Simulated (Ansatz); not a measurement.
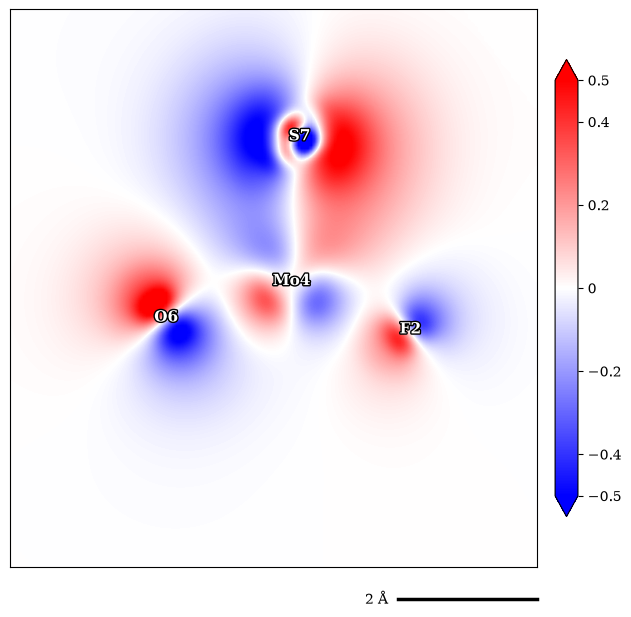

The picture shows: CH4F2MoO2S (SMILES C[O][Mo]([OH])([F])([F])=[S]). The HOMO−1 on the plane of atoms F2, Mo4 and S7 (values in Å⁻³ᐟ²; the overall sign is arbitrary).

Geometry: PBE0-D4/def2-SVP; core potentials replace the inner electrons of Mo.

These are results of isolated molecule in a Gaussian basis; Kohn-Sham density functional theory, functional PBE0 in Ansatz 0.2.0, not measurements.

```json
{"atom": "C", "x (Å)": "-1.7217", "y (Å)": "0.1605", "z (Å)": "-1.5532"}
{"atom": "F", "x (Å)": "0.0887", "y (Å)": "-2.1987", "z (Å)": "0.8144"}
{"atom": "F", "x (Å)": "2.2153", "y (Å)": "-1.9841", "z (Å)": "-0.5126"}
{"atom": "Mo", "x (Å)": "0.8113", "y (Å)": "-0.8042", "z (Å)": "-0.1635"}
{"atom": "O", "x (Å)": "-0.8189", "y (Å)": "-0.0747", "z (Å)": "-0.5209"}
{"atom": "O", "x (Å)": "1.1820", "y (Å)": "-0.2848", "z (Å)": "-1.9458"}
{"atom": "S", "x (Å)": "1.7055", "y (Å)": "0.5536", "z (Å)": "1.1497"}
{"atom": "H", "x (Å)": "-2.2640", "y (Å)": "1.0974", "z (Å)": "-1.3535"}
{"atom": "H", "x (Å)": "-1.1599", "y (Å)": "0.2475", "z (Å)": "-2.4998"}
{"atom": "H", "x (Å)": "-2.4422", "y (Å)": "-0.6701", "z (Å)": "-1.6260"}
{"atom": "H", "x (Å)": "2.0066", "y (Å)": "-0.6397", "z (Å)": "-2.3060"}
```

### Where does this orbital lie, and at what energy?

Its weight (Hirshfeld) is mainly on S7 (about 65 %), O6 (about 15 %) and Mo4 (about 15 %). Its energy is −8.44 eV.
